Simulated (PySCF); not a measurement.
# Cu⁺: excitation energy in aug-cc-pVTZ-PP plus 1 even-tempered diffuse shell per l with ECP10

Aim: the excitation energy of copper from differences of total energies, at each level of theory, and how far each lands from the tabulated value where there is one.

The numbers are computed with PySCF 2.14.0 (unrestricted determinants in a Gaussian basis, no spin-orbit coupling in the energies), except any that are marked as measured or tabulated.

**1. Starting point**

- Element: copper (Z = 29)
- Basis: aug-cc-pVTZ-PP with one added diffuse shell each of s, p, d, f, g type with ECP10MDF (7s7p6d4f3g, 113 functions)
- Hamiltonian: scalar relativity through the core potential
- State 1: Cu⁺: [Ar] 3d9 4s1, high-spin 3D determinant (an excited configuration)
- Needed too, but not shown: Cu⁺ [Ar] 3d10 (1S)
- Methods: UHF, LDA, PBE, PBE0, r2SCAN, wB97X, LC-wPBE, wB97M-V, MP2
- Core shells frozen in the correlated runs: valence: 3s2 3p6 (for Cu⁺)

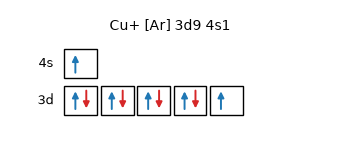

The shells outside the core, filled by Hund's rule for the drawing.

The runs were made by one driver on top of PySCF. The scripts below sum up each run's settings (the driver also hands on starting orbitals that pick excited configurations, and frozen orbitals as a list rather than a count), and the logs come from the driver's own runs. The driver starts from symmetry-adapted Hartree-Fock orbitals, holds the occupation by maximum overlap and uses a logarithmic radial grid for functionals, so a plain start would take other cycles.

The integrals over 113 functions and the set-up took 2 s of CPU time.

**2. Cu⁺ [Ar] 3d9 4s1, method by method**

**UHF**

Contents of input.py:

```python
from pyscf import gto, scf, dft, mp, cc
import basis_set_exchange as bse
txt = bse.get_basis("aug-cc-pVTZ-PP", elements=["Cu"], fmt="nwchem", header=False, augment_diffuse=1)
cut = txt.index("\nECP")
mol = gto.M(atom="Cu 0 0 0", charge=1, spin=2, symmetry="D2h",
            basis=gto.basis.parse(txt[:cut]),
            ecp={"Cu": gto.basis.parse_ecp(txt[cut:])})
mf = scf.UHF(mol)
mf.irrep_nelec = {'Ag': (4, 2), 'B1g': (1, 1), 'B2g': (1, 1), 'B3g': (1, 1), 'B1u': (1, 1), 'B2u': (1, 1), 'B3u': (1, 1)}
mf.kernel()
```

The program printed:

```text
damping factor = 0
level_shift factor = 0
DIIS = <class 'pyscf.scf.diis.CDIIS'>
diis_start_cycle = 1
diis_space = 10
diis_damp = 0
SCF conv_tol = 1e-09
SCF conv_tol_grad = None
number electrons alpha = 10  beta = 8
cycle= 1 E= -195.91094829057  delta_E= -0.00551  |g|= 0.028  |ddm|= 0.0367
cycle= 2 E= -195.911044663952  delta_E= -9.64e-05  |g|= 0.00446  |ddm|= 0.0061
cycle= 3 E= -195.911049061738  delta_E= -4.4e-06  |g|= 0.00135  |ddm|= 0.00225
cycle= 4 E= -195.911049409632  delta_E= -3.48e-07  |g|= 0.000444  |ddm|= 0.000692
cycle= 5 E= -195.911049520119  delta_E= -1.1e-07  |g|= 7.12e-05  |ddm|= 0.000479
cycle= 6 E= -195.911049524049  delta_E= -3.93e-09  |g|= 1.94e-05  |ddm|= 9.62e-05
cycle= 7 E= -195.91104952448  delta_E= -4.31e-10  |g|= 5.28e-06  |ddm|= 3.34e-05
converged SCF energy = -195.91104952448  <S^2> = 2.0008828  2S+1 = 3.0005885
```

It used 2.7 s of CPU time after the integrals (shared host).

Orbital energies by shell (radii are means over both spins):

| shell | electrons | mean orbital energy (eV) | spread (eV) | rms radius (bohr) |
| --- | --- | --- | --- | --- |
| 3s α | 1 | -159.42 | 0 | 0.764 |
| 3s β | 1 | -155.95 | 0 | 0.764 |
| 3p α | 3 | -110.33 | 2.520 | 0.810 |
| 3p β | 3 | -106.49 | 2.018 | 0.810 |
| 3d α | 5 | -29.612 | 2.889 | 1.04 |
| 3d β | 4 | -27.896 | 2.231 | 1.04 |
| 4s α | 1 | -16.616 | 0 | 2.76 |

⟨S²⟩ = 2.001, ⟨L²⟩ = 6.02.

Energies and moments cover only the electrons outside the core potential.

**LDA**

input.py, as changed from the run before:

```diff
@@ -7,3 +7,3 @@
             ecp={"Cu": gto.basis.parse_ecp(txt[cut:])})
-mf = scf.UHF(mol)
+mf = dft.UKS(mol, xc="LDA,VWN")
 mf.irrep_nelec = {'Ag': (4, 2), 'B1g': (1, 1), 'B2g': (1, 1), 'B3g': (1, 1), 'B1u': (1, 1), 'B2u': (1, 1), 'B3u': (1, 1)}
```

The program printed:

```text
damping factor = 0
level_shift factor = 0
DIIS = <class 'pyscf.scf.diis.CDIIS'>
diis_start_cycle = 1
diis_space = 10
diis_damp = 0
SCF conv_tol = 1e-09
SCF conv_tol_grad = None
number electrons alpha = 10  beta = 8
XC functionals = LDA,VWN
    P. A. M. Dirac.,  Math. Proc. Cambridge Philos. Soc. 26, 376 (1930)
    F. Bloch.,  Z. Phys. 57, 545 (1929)
    S. H. Vosko, L. Wilk, and M. Nusair.,  Can. J. Phys. 58, 1200 (1980)
cycle= 1 E= -196.508811628281  delta_E= -0.00822  |g|= 0.373  |ddm|= 0.476
cycle= 2 E= -196.445659973987  delta_E= 0.0632  |g|= 0.794  |ddm|= 0.33
cycle= 3 E= -196.530309876982  delta_E= -0.0846  |g|= 0.0402  |ddm|= 0.223
cycle= 4 E= -196.530600586928  delta_E= -0.000291  |g|= 0.00213  |ddm|= 0.0176
cycle= 5 E= -196.530601270741  delta_E= -6.84e-07  |g|= 2.82e-05  |ddm|= 0.000629
cycle= 6 E= -196.53060127089  delta_E= -1.48e-10  |g|= 2.66e-06  |ddm|= 1.79e-05
converged SCF energy = -196.53060127089  <S^2> = 2.0001258  2S+1 = 3.0000839
```

It used 1.1 s of CPU time after the integrals (shared host).

**PBE**

input.py, as changed from the run before:

```diff
@@ -7,3 +7,3 @@
             ecp={"Cu": gto.basis.parse_ecp(txt[cut:])})
-mf = dft.UKS(mol, xc="LDA,VWN")
+mf = dft.UKS(mol, xc="PBE")
 mf.irrep_nelec = {'Ag': (4, 2), 'B1g': (1, 1), 'B2g': (1, 1), 'B3g': (1, 1), 'B1u': (1, 1), 'B2u': (1, 1), 'B3u': (1, 1)}
```

The program printed:

```text
damping factor = 0
level_shift factor = 0
DIIS = <class 'pyscf.scf.diis.CDIIS'>
diis_start_cycle = 1
diis_space = 10
diis_damp = 0
SCF conv_tol = 1e-09
SCF conv_tol_grad = None
number electrons alpha = 10  beta = 8
XC functionals = PBE
    J. P. Perdew, K. Burke, and M. Ernzerhof.,  Phys. Rev. Lett. 77, 3865 (1996)
    J. P. Perdew, K. Burke, and M. Ernzerhof.,  Phys. Rev. Lett. 78, 1396 (1997)
    J. P. Perdew, K. Burke, and M. Ernzerhof.,  Phys. Rev. Lett. 77, 3865 (1996)
    J. P. Perdew, K. Burke, and M. Ernzerhof.,  Phys. Rev. Lett. 78, 1396 (1997)
cycle= 1 E= -196.902087704026  delta_E= -0.0181  |g|= 0.199  |ddm|= 0.416
cycle= 2 E= -196.88212829631  delta_E= 0.02  |g|= 0.442  |ddm|= 0.188
cycle= 3 E= -196.908919201654  delta_E= -0.0268  |g|= 0.0294  |ddm|= 0.12
cycle= 4 E= -196.909074838834  delta_E= -0.000156  |g|= 0.00085  |ddm|= 0.0124
cycle= 5 E= -196.909074960162  delta_E= -1.21e-07  |g|= 8.51e-05  |ddm|= 0.000365
cycle= 6 E= -196.909074961501  delta_E= -1.34e-09  |g|= 3.54e-06  |ddm|= 3.85e-05
cycle= 7 E= -196.909074961503  delta_E= -2.67e-12  |g|= 3.85e-07  |ddm|= 3.08e-06
converged SCF energy = -196.909074961503  <S^2> = 2.0003597  2S+1 = 3.0002398
```

CPU time 2.1 s on a shared host, the integrals not counted.

**PBE0**

input.py, as changed from the run before:

```diff
@@ -7,3 +7,3 @@
             ecp={"Cu": gto.basis.parse_ecp(txt[cut:])})
-mf = dft.UKS(mol, xc="PBE")
+mf = dft.UKS(mol, xc="PBE0")
 mf.irrep_nelec = {'Ag': (4, 2), 'B1g': (1, 1), 'B2g': (1, 1), 'B3g': (1, 1), 'B1u': (1, 1), 'B2u': (1, 1), 'B3u': (1, 1)}
```

The program printed:

```text
damping factor = 0
level_shift factor = 0
DIIS = <class 'pyscf.scf.diis.CDIIS'>
diis_start_cycle = 1
diis_space = 10
diis_damp = 0
SCF conv_tol = 1e-09
SCF conv_tol_grad = None
number electrons alpha = 10  beta = 8
XC functionals = PBE0
    C. Adamo and V. Barone.,  J. Chem. Phys. 110, 6158 (1999)
    M. Ernzerhof and G. E. Scuseria.,  J. Chem. Phys. 110, 5029 (1999)
cycle= 1 E= -196.86260609967  delta_E= -0.0133  |g|= 0.091  |ddm|= 0.283
cycle= 2 E= -196.86055600262  delta_E= 0.00205  |g|= 0.161  |ddm|= 0.0872
cycle= 3 E= -196.864035073305  delta_E= -0.00348  |g|= 0.00695  |ddm|= 0.0472
cycle= 4 E= -196.864044404929  delta_E= -9.33e-06  |g|= 0.000883  |ddm|= 0.00345
cycle= 5 E= -196.864044561075  delta_E= -1.56e-07  |g|= 5.25e-05  |ddm|= 0.000658
cycle= 6 E= -196.864044562468  delta_E= -1.39e-09  |g|= 3.92e-06  |ddm|= 6.34e-05
cycle= 7 E= -196.864044562477  delta_E= -9.12e-12  |g|= 1.13e-06  |ddm|= 6.59e-06
converged SCF energy = -196.864044562477  <S^2> = 2.0003996  2S+1 = 3.0002664
```

It used 2.9 s of CPU time after the integrals (shared host).

**r2SCAN**

input.py, as changed from the run before:

```diff
@@ -7,3 +7,3 @@
             ecp={"Cu": gto.basis.parse_ecp(txt[cut:])})
-mf = dft.UKS(mol, xc="PBE0")
+mf = dft.UKS(mol, xc="R2SCAN")
 mf.irrep_nelec = {'Ag': (4, 2), 'B1g': (1, 1), 'B2g': (1, 1), 'B3g': (1, 1), 'B1u': (1, 1), 'B2u': (1, 1), 'B3u': (1, 1)}
```

The program printed:

```text
damping factor = 0
level_shift factor = 0
DIIS = <class 'pyscf.scf.diis.CDIIS'>
diis_start_cycle = 1
diis_space = 10
diis_damp = 0
SCF conv_tol = 1e-09
SCF conv_tol_grad = None
number electrons alpha = 10  beta = 8
XC functionals = R2SCAN
    J. W. Furness, A. D. Kaplan, J. Ning, J. P. Perdew, and J. Sun.,  J. Phys. Chem. Lett. 11, 8208-8215 (2020)
    J. W. Furness, A. D. Kaplan, J. Ning, J. P. Perdew, and J. Sun.,  J. Phys. Chem. Lett. 11, 9248-9248 (2020)
    J. W. Furness, A. D. Kaplan, J. Ning, J. P. Perdew, and J. Sun.,  J. Phys. Chem. Lett. 11, 8208-8215 (2020)
    J. W. Furness, A. D. Kaplan, J. Ning, J. P. Perdew, and J. Sun.,  J. Phys. Chem. Lett. 11, 9248-9248 (2020)
cycle= 1 E= -196.80899498955  delta_E= -0.0115  |g|= 0.169  |ddm|= 0.278
cycle= 2 E= -196.797879629888  delta_E= 0.0111  |g|= 0.339  |ddm|= 0.151
cycle= 3 E= -196.813800038448  delta_E= -0.0159  |g|= 0.016  |ddm|= 0.0966
cycle= 4 E= -196.813848997803  delta_E= -4.9e-05  |g|= 0.00138  |ddm|= 0.00735
cycle= 5 E= -196.813849610734  delta_E= -6.13e-07  |g|= 7.5e-05  |ddm|= 0.00171
cycle= 6 E= -196.813849613994  delta_E= -3.26e-09  |g|= 8.87e-06  |ddm|= 0.000145
cycle= 7 E= -196.813849614014  delta_E= -2.06e-11  |g|= 1.37e-06  |ddm|= 8.33e-06
converged SCF energy = -196.813849614014  <S^2> = 2.0010744  2S+1 = 3.0007162
```

CPU time 3.9 s on a shared host, the integrals not counted.

**wB97X**

input.py, as changed from the run before:

```diff
@@ -7,3 +7,3 @@
             ecp={"Cu": gto.basis.parse_ecp(txt[cut:])})
-mf = dft.UKS(mol, xc="R2SCAN")
+mf = dft.UKS(mol, xc="WB97X")
 mf.irrep_nelec = {'Ag': (4, 2), 'B1g': (1, 1), 'B2g': (1, 1), 'B3g': (1, 1), 'B1u': (1, 1), 'B2u': (1, 1), 'B3u': (1, 1)}
```

The program printed:

```text
damping factor = 0
level_shift factor = 0
DIIS = <class 'pyscf.scf.diis.CDIIS'>
diis_start_cycle = 1
diis_space = 10
diis_damp = 0
SCF conv_tol = 1e-09
SCF conv_tol_grad = None
number electrons alpha = 10  beta = 8
XC functionals = WB97X
    J.-D. Chai and M. Head-Gordon.,  J. Chem. Phys. 128, 084106 (2008)
cycle= 1 E= -196.907354380013  delta_E= -0.0172  |g|= 0.0585  |ddm|= 0.353
cycle= 2 E= -196.907467265969  delta_E= -0.000113  |g|= 0.077  |ddm|= 0.079
cycle= 3 E= -196.908252658499  delta_E= -0.000785  |g|= 0.0064  |ddm|= 0.0256
cycle= 4 E= -196.908288524027  delta_E= -3.59e-05  |g|= 0.00262  |ddm|= 0.0137
cycle= 5 E= -196.908292938547  delta_E= -4.41e-06  |g|= 0.000294  |ddm|= 0.00528
cycle= 6 E= -196.908293217581  delta_E= -2.79e-07  |g|= 0.00014  |ddm|= 0.00108
cycle= 7 E= -196.908293305916  delta_E= -8.83e-08  |g|= 4.41e-05  |ddm|= 0.000839
cycle= 8 E= -196.908293310811  delta_E= -4.9e-09  |g|= 8.73e-06  |ddm|= 0.000219
cycle= 9 E= -196.908293310878  delta_E= -6.69e-11  |g|= 7.38e-07  |ddm|= 2.22e-05
converged SCF energy = -196.908293310878  <S^2> = 2.0005514  2S+1 = 3.0003676
```

CPU time 7.3 s on a shared host, the integrals not counted.

**LC-wPBE**

input.py, as changed from the run before:

```diff
@@ -7,3 +7,3 @@
             ecp={"Cu": gto.basis.parse_ecp(txt[cut:])})
-mf = dft.UKS(mol, xc="WB97X")
+mf = dft.UKS(mol, xc="LC_WPBE")
 mf.irrep_nelec = {'Ag': (4, 2), 'B1g': (1, 1), 'B2g': (1, 1), 'B3g': (1, 1), 'B1u': (1, 1), 'B2u': (1, 1), 'B3u': (1, 1)}
```

The program printed:

```text
damping factor = 0
level_shift factor = 0
DIIS = <class 'pyscf.scf.diis.CDIIS'>
diis_start_cycle = 1
diis_space = 10
diis_damp = 0
SCF conv_tol = 1e-09
SCF conv_tol_grad = None
number electrons alpha = 10  beta = 8
XC functionals = LC_WPBE
    O. A. Vydrov and G. E. Scuseria.,  J. Chem. Phys. 125, 234109 (2006)
cycle= 1 E= -196.938865291278  delta_E= -0.0214  |g|= 0.0819  |ddm|= 0.382
cycle= 2 E= -196.938450890687  delta_E= 0.000414  |g|= 0.118  |ddm|= 0.0889
cycle= 3 E= -196.94021670231  delta_E= -0.00177  |g|= 0.00423  |ddm|= 0.0372
cycle= 4 E= -196.940242274041  delta_E= -2.56e-05  |g|= 0.00221  |ddm|= 0.0109
cycle= 5 E= -196.940244840357  delta_E= -2.57e-06  |g|= 0.00012  |ddm|= 0.00382
cycle= 6 E= -196.940244852164  delta_E= -1.18e-08  |g|= 2.83e-05  |ddm|= 0.0002
cycle= 7 E= -196.940244852405  delta_E= -2.41e-10  |g|= 4.13e-06  |ddm|= 3.28e-05
converged SCF energy = -196.940244852405  <S^2> = 2.000305  2S+1 = 3.0002033
```

It used 5.3 s of CPU time after the integrals (shared host).

**wB97M-V**

input.py, as changed from the run before:

```diff
@@ -7,3 +7,3 @@
             ecp={"Cu": gto.basis.parse_ecp(txt[cut:])})
-mf = dft.UKS(mol, xc="LC_WPBE")
+mf = dft.UKS(mol, xc="WB97M_V")
 mf.irrep_nelec = {'Ag': (4, 2), 'B1g': (1, 1), 'B2g': (1, 1), 'B3g': (1, 1), 'B1u': (1, 1), 'B2u': (1, 1), 'B3u': (1, 1)}
```

The program printed:

```text
damping factor = 0
level_shift factor = 0
DIIS = <class 'pyscf.scf.diis.CDIIS'>
diis_start_cycle = 1
diis_space = 10
diis_damp = 0
SCF conv_tol = 1e-09
SCF conv_tol_grad = None
number electrons alpha = 10  beta = 8
XC functionals = WB97M_V
    N. Mardirossian and M. Head-Gordon.,  J. Chem. Phys. 144, 214110 (2016)
NLC functional = WB97M_V
cycle= 1 E= -196.756151642499  delta_E= -0.0131  |g|= 0.0937  |ddm|= 0.284
cycle= 2 E= -196.755597425769  delta_E= 0.000554  |g|= 0.127  |ddm|= 0.0981
cycle= 3 E= -196.757680007968  delta_E= -0.00208  |g|= 0.0059  |ddm|= 0.0419
cycle= 4 E= -196.757709940382  delta_E= -2.99e-05  |g|= 0.00235  |ddm|= 0.0127
cycle= 5 E= -196.757713908438  delta_E= -3.97e-06  |g|= 0.000428  |ddm|= 0.00436
cycle= 6 E= -196.7577146966  delta_E= -7.88e-07  |g|= 0.00015  |ddm|= 0.00217
cycle= 7 E= -196.757714802028  delta_E= -1.05e-07  |g|= 1.89e-05  |ddm|= 0.00107
cycle= 8 E= -196.757714802296  delta_E= -2.67e-10  |g|= 4.08e-06  |ddm|= 5.43e-05
converged SCF energy = -196.757714802296  <S^2> = 2.000705  2S+1 = 3.00047
```

CPU time 9.9 s on a shared host, the integrals not counted.

**MP2 (valence)**

input.py, as changed from the run before:

```diff
@@ -7,4 +7,5 @@
             ecp={"Cu": gto.basis.parse_ecp(txt[cut:])})
-mf = dft.UKS(mol, xc="WB97M_V")
+mf = scf.UHF(mol)
 mf.irrep_nelec = {'Ag': (4, 2), 'B1g': (1, 1), 'B2g': (1, 1), 'B3g': (1, 1), 'B1u': (1, 1), 'B2u': (1, 1), 'B3u': (1, 1)}
 mf.kernel()
+mp.UMP2(mf, frozen=4).kernel()
```

This step left no log, only its results.

CPU time 1.1 s on a shared host, the integrals not counted.

With 10 electrons correlated, the MP2 correlation energy is -0.39055 hartree (-0.14338 same spin, -0.24716 opposite spin); the SCS form gives -0.34439. Largest pairs of shells: 3d-3d -0.3610, 3d-4s -0.0296, 4s-4s 0.0000.

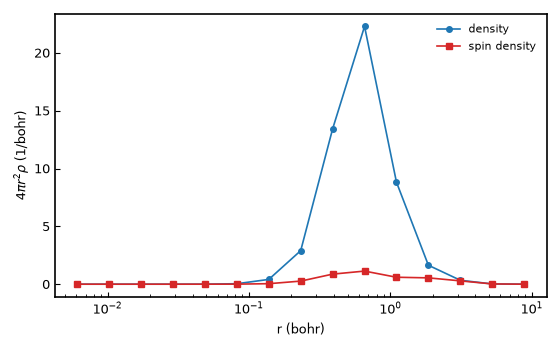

Radial density 4πr²ρ of Cu⁺ at UHF, the electrons outside the core potential, at 15 stored radii joined by straight lines.

**3. Differences of total energies**

Excitation energy: Cu⁺ [Ar] 3d10 (1S) → Cu⁺ [Ar] 3d9 4s1 (3D).

| method | value (eV) | error (eV) |
| --- | --- | --- |
| UHF | 0.622 | -2.186 |
| LDA | 2.886 | +0.078 |
| PBE | 2.485 | -0.324 |
| PBE0 | 2.209 | -0.599 |
| r2SCAN | 1.946 | -0.862 |
| wB97X | 2.699 | -0.109 |
| LC-wPBE | 2.696 | -0.112 |
| wB97M-V | 2.423 | -0.385 |
| MP2 (valence) | 3.401 | +0.593 |
| SCS-MP2 (valence) | 3.138 | +0.330 |

Reference: 2.808 eV (measured; NIST levels, between the centres of gravity of the two terms). Errors of the correlated levels include the incompleteness of this basis.

The differences also use runs on Cu⁺ [Ar] 3d10 (1S), which are not shown here.

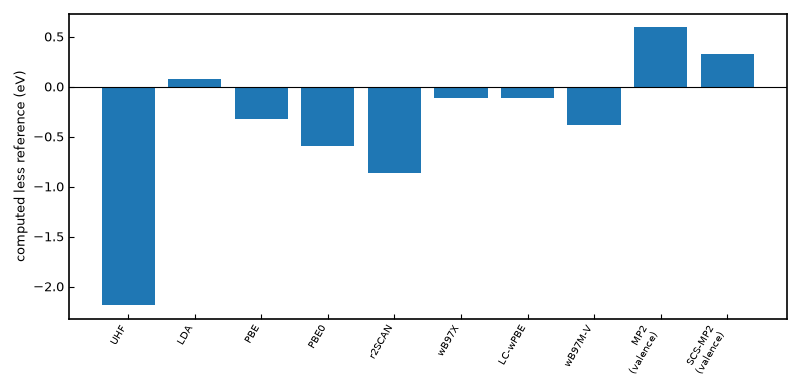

Computed less reference values by method.

**4. Results**

```
                             quantity                                               value
excitation energy, Cu⁺ → [Ar] 3d9 4s1  UHF 0.622, MP2 (valence) 3.401 eV; reference 2.808
```

Accuracy by level (over 1 difference):

| method | mean absolute miss against the measured value (with the measured fine structure taken into account where it is known) (eV) |
| --- | --- |
| UHF | 2.186 |
| LDA | 0.078 |
| PBE | 0.324 |
| PBE0 | 0.599 |
| r2SCAN | 0.862 |
| wB97X | 0.109 |
| LC-wPBE | 0.112 |
| wB97M-V | 0.385 |
| MP2 (valence) | 0.593 |
| SCS-MP2 (valence) | 0.330 |

**Reading.** LDA lands nearest to the measured value (off by 0.08 eV); UHF misses by most (2.19 eV). PBE is off by -0.32 eV. The basis is finite, and no extrapolation was made.
